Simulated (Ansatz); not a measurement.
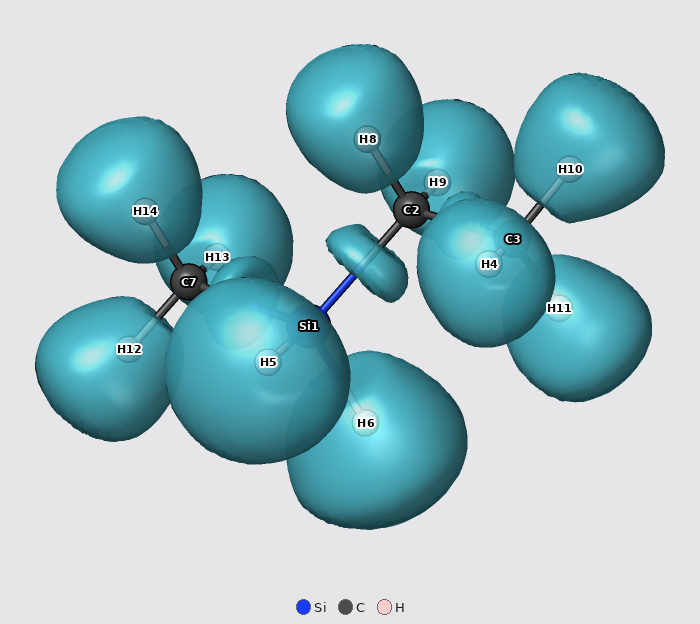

Figure. C₃H₁₀Si. Isosurface of the electron localisation function at 0.85 (cyan), seen at a tilt. Only the valence region is drawn (cores and ρ < 0.01 e/Å³ removed).

All numbers below come from RKS BHLYP-D4/def2-SVP in Ansatz.

The calculation's input:

```
crystal:
  periodic: [false, false, false]
  atoms:
    - { symbol: Si, position_ang: [-0.535261, -0.194562, -0.623316] }
    - { symbol: C, position_ang: [0.540508, 0.291698, 0.829849] }
    - { symbol: C, position_ang: [-0.131787, -0.162995, 2.122414] }
    - { symbol: H, position_ang: [-1.206673, -0.069528, 2.020529] }
    - { symbol: H, position_ang: [-1.804446, 0.574319, -0.515399] }
    - { symbol: H, position_ang: [-0.876623, -1.638203, -0.509086] }
    - { symbol: C, position_ang: [0.263409, 0.132194, -2.289472] }
    - { symbol: H, position_ang: [0.650851, 1.381575, 0.809358] }
    - { symbol: H, position_ang: [1.54953, -0.119815, 0.728384] }
    - { symbol: H, position_ang: [0.177666, 0.416386, 2.996539] }
    - { symbol: H, position_ang: [0.08066, -1.213816, 2.336261] }
    - { symbol: H, position_ang: [-0.414358, -0.123781, -3.108226] }
    - { symbol: H, position_ang: [1.174668, -0.461567, -2.406167] }
    - { symbol: H, position_ang: [0.531655, 1.188094, -2.391768] }
basis:
  gaussian: { orbitals: def2-SVP }
hamiltonian:
  xc: { name: BHLYP }
  dispersion: d4
relax:
  f_tol: 0.03
  max_steps: 50
output:
  orbitals: {}
```

Command:

```sh
ansatz run input.yaml --threads 2 --pin off --max-ram 3072MiB --backend cpu --events-out ev --progress --plain --runs-dir out
```

The fields are those of the relaxed geometry.

Identify the bonds, lone pairs and shells in this picture.

The ELF exceeds this value in one region between bonded C–C atoms (shared pairs), two regions between bonded C–Si atoms (shared pairs) and ten regions around hydrogen nuclei. Along the contacts the grid gives the following. C–C (1.53 Å): the ELF peaks at about 0.95 between the atoms: a shared electron pair. C–Si (1.88 Å): the ELF peaks at about 1 between the atoms: a covalent bond.
